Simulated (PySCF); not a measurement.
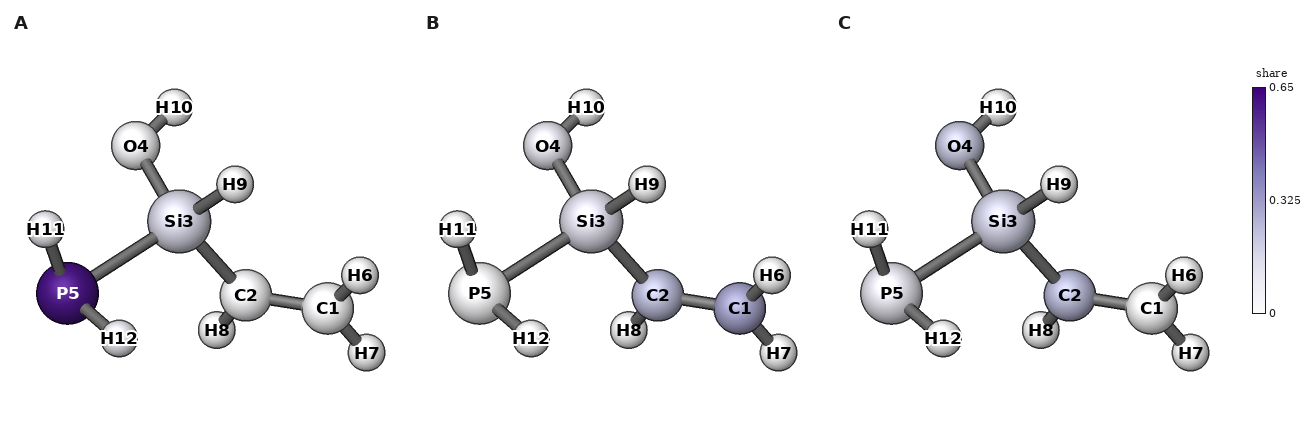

Each panel colours the atoms by their Löwdin share in one orbital (up to four of the largest shares; other atoms are shown as zero). Computed geometry: PBE0-D3(BJ)/def2-SVP optimisation. No frequency run is at hand to confirm it as a minimum. Method: CAM-B3LYP/def2-SVPD (PySCF 2.14.0).

Question: The panels show the HOMO−2, HOMO, LUMO, in some order. Which is which?

Answer: A: HOMO, −8.62 eV; P5 0.61, Si3 0.14, H12 0.06, H11 0.06
B: LUMO, 0.19 eV; C1 0.30, C2 0.23, Si3 0.13, O4 0.09
C: HOMO−2, −9.87 eV; C2 0.24, O4 0.20, Si3 0.18, P5 0.09
